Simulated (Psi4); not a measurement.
**B2H2F2 (SMILES BB(F)F) at B2PLYP/def2-TZVPD (density fitting, density fitting for correlation, sweep point 5)**

What is the vertical singlet–triplet gap of B2H2F2 at B2PLYP/def2-TZVPD (density fitting, density fitting for correlation, sweep point 5)? 

The results are computed with Psi4 1.11.

4 further runs of the same task are left out: 4 set aside as unsound or not needed.

**1. The system as given**

B2H2F2: 6 atoms, total charge 0, spin state singlet. As SMILES, `BB(F)F`. The shape is that of a GFN2-xTB optimisation.

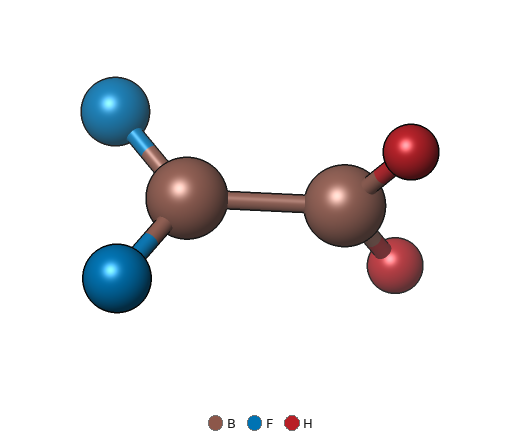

Viewed from a chosen angle; boron brown, fluorine blue, hydrogen red.

**2. The energy at B2PLYP/def2-TZVPD (density fitting, density fitting for correlation, sweep point 5)**

The input, run.py:

```python
import psi4

psi4.set_memory(1600000000)
psi4.set_num_threads(1)
psi4.core.set_output_file('run.log', False)

molecule = psi4.geometry("""
B     -0.384060     0.723310    -0.312960
B      0.345050    -0.650110     0.286370
F      0.646000    -1.713150    -0.448520
F      0.700630    -0.821130     1.551970
H     -1.545580     0.840870    -0.348270
H      0.237960     1.620200    -0.728600
units angstrom
symmetry c1
""")

psi4.set_options(dict(basis='def2-TZVPD', puream=True, scf_type='df', num_frozen_docc=4, dft_radial_points=75, dft_spherical_points=302))

energy_value, wavefunction = psi4.energy("b2plyp", return_wfn=True)
print(f'total energy {energy_value:.8f} hartree = {energy_value * 27.211386:.5f} eV')
```

The run is started by

```sh
python run.py
```

run.log:

```text
[...]
  Running in c1 symmetry.
[...]
  Nuclear repulsion =   93.948527783027771
[...]
  Multiplicity = 1
[...]
  Nalpha       = 15
  Nbeta        = 15
[...]
    Number of basis functions: 172
[...]
   @DF-RKS iter   1:  -250.32451095033144   -9.21504e-01   2.67710e-03 ADIIS/DIIS
[...]
   @DF-RKS iter   7:  -250.39755880524103   -2.55199e-08   5.99184e-07 DIIS
[...]
    Orbital Energies [Eh]
    ---------------------
    Doubly Occupied:
       1A    -25.372311     2A    -25.371907     3A     -7.201338
       4A     -7.125575     5A     -1.409530     6A     -1.372132
       7A     -0.689771     8A     -0.638806     9A     -0.624861
      10A     -0.585161    11A     -0.565439    12A     -0.528816
      13A     -0.513345    14A     -0.437977    15A     -0.405976
[...]
  @DF-RKS Final Energy:  -250.39755880524103
   => Energetics <=
    Nuclear Repulsion Energy =             93.9485277830277710
    One-Electron Energy =                -532.7165756621790251
    Two-Electron Energy =                 202.6767403149574989
    DFT Exchange-Correlation Energy =     -14.3062512410472849
    Empirical Dispersion Energy =           0.0000000000000000
    VV10 Nonlocal Energy =                  0.0000000000000000
    Total Energy =                       -250.3975588052410330
[...]
 Multipole Moments:
 ------------------------------------------------------------------------------------
     Multipole            Electronic (a.u.)      Nuclear  (a.u.)        Total (a.u.)
 ------------------------------------------------------------------------------------
 L = 1.  Multiply by 2.5417464519 to convert [e a0] to [Debye]
 Dipole X            :          1.4379952           -1.7215616           -0.2835664
 Dipole Y            :         -2.7061540            3.2402094            0.5340554
 Dipole Z            :          1.1932319           -1.4191869           -0.2259551
 Magnitude           :                                                    0.6455081
[...]
```

Standard output:

```text
total energy -250.61709083 hartree = -6819.63840 eV
```

It took 14 s on 1 thread of Intel Xeon at 2.70GHz, shared host; peak memory 0.83 GiB.

**3. The triplet**

The input, run.py:

```python
import psi4

psi4.set_memory('1600 MB')
psi4.set_num_threads(1)
psi4.core.set_output_file('output.dat', False)

molecule = psi4.geometry("""
0 3
B     -0.384060     0.723310    -0.312960
B      0.345050    -0.650110     0.286370
F      0.646000    -1.713150    -0.448520
F      0.700630    -0.821130     1.551970
H     -1.545580     0.840870    -0.348270
H      0.237960     1.620200    -0.728600
symmetry c1
""")

psi4.set_options({
    'reference': 'uks',
    'puream': True,
    'scf_type': 'df',
    'num_frozen_docc': 4,
    'dft_radial_points': 75,
    'dft_spherical_points': 302,
    'maxiter': 150,
})

energy_value = psi4.energy('b2plyp/def2-TZVPD')
print(f'b2plyp/def2-TZVPD energy: {energy_value:.10f} Eh')
```

The run is started by

```sh
python run.py
```

output.dat:

```text
[...]
  Running in c1 symmetry.
[...]
  Nuclear repulsion =   93.948527783027771
[...]
  Multiplicity = 3
[...]
  Nalpha       = 16
  Nbeta        = 14
[...]
    Number of basis functions: 172
[...]
   @DF-UKS iter   1:  -250.14784560027078   -7.44839e-01   2.55276e-03 DIIS/ADIIS
[...]
   @DF-UKS iter   9:  -250.22834722162906   -4.07337e-08   4.85570e-07 DIIS
[...]
   @S^2 Observed:                2.006195294E+00
[...]
    Orbital Energies [Eh]
    ---------------------
    Alpha Occupied:
       1A    -25.420183     2A    -25.419642     3A     -7.307212
       4A     -7.108386     5A     -1.456477     6A     -1.418938
       7A     -0.747230     8A     -0.694573     9A     -0.676337
      10A     -0.627190    11A     -0.602205    12A     -0.568684
      13A     -0.556533    14A     -0.476310    15A     -0.443749
      16A     -0.238839
    Alpha Virtual:
      17A     -0.001691    18A      0.016924    19A      0.041531
      20A      0.081275    21A      0.090162    22A      0.095247
      23A      0.104024    24A      0.117937    25A      0.119191
[...]
  @DF-UKS Final Energy:  -250.22834722162906
   => Energetics <=
    Nuclear Repulsion Energy =             93.9485277830277710
    One-Electron Energy =                -531.5602377619425170
    Two-Electron Energy =                 201.6484273340483924
    DFT Exchange-Correlation Energy =     -14.2650645767626987
    Empirical Dispersion Energy =           0.0000000000000000
    VV10 Nonlocal Energy =                  0.0000000000000000
    Total Energy =                       -250.2283472216290647
[...]
 Multipole Moments:
 ------------------------------------------------------------------------------------
     Multipole            Electronic (a.u.)      Nuclear  (a.u.)        Total (a.u.)
 ------------------------------------------------------------------------------------
 L = 1.  Multiply by 2.5417464519 to convert [e a0] to [Debye]
 Dipole X            :          1.7410459           -1.7215616            0.0194843
 Dipole Y            :         -3.2781912            3.2402094           -0.0379819
 Dipole Z            :          1.4377065           -1.4191869            0.0185196
 Magnitude           :                                                    0.0465321
[...]
```

The script printed:

```text
b2plyp/def2-TZVPD energy: -250.4495759498 Eh
```

Wall time 24 s (1 thread of Intel Xeon at 2.70GHz, shared host); peak memory 0.83 GiB.

**4. Outcome**

Level: B2PLYP/def2-TZVPD (density fitting, density fitting for correlation, sweep point 5), 4 core orbitals frozen.

| quantity | value |
| --- | --- |
| singlet: total energy | -250.61709 Eh |
| singlet: HOMO energy (SCF part's orbitals) | -11.05 eV |
| singlet: LUMO energy (SCF part's orbitals) | -1.16 eV |
| singlet: HOMO–LUMO gap (SCF part's orbitals) | 9.89 eV |
| triplet: total energy | -250.44958 Eh |
| triplet: HOMO energy (SCF part's orbitals) (highest over α and β) | -6.50 eV |
| triplet: LUMO energy (SCF part's orbitals) (lowest over α and β) | -5.58 eV |
| triplet: ⟨S²⟩ | 2.006 |
| vertical energy of the triplet above the singlet | 4.558 eV |

In words: At this shape the triplet lies 4.56 eV (440 kJ/mol) above the singlet.
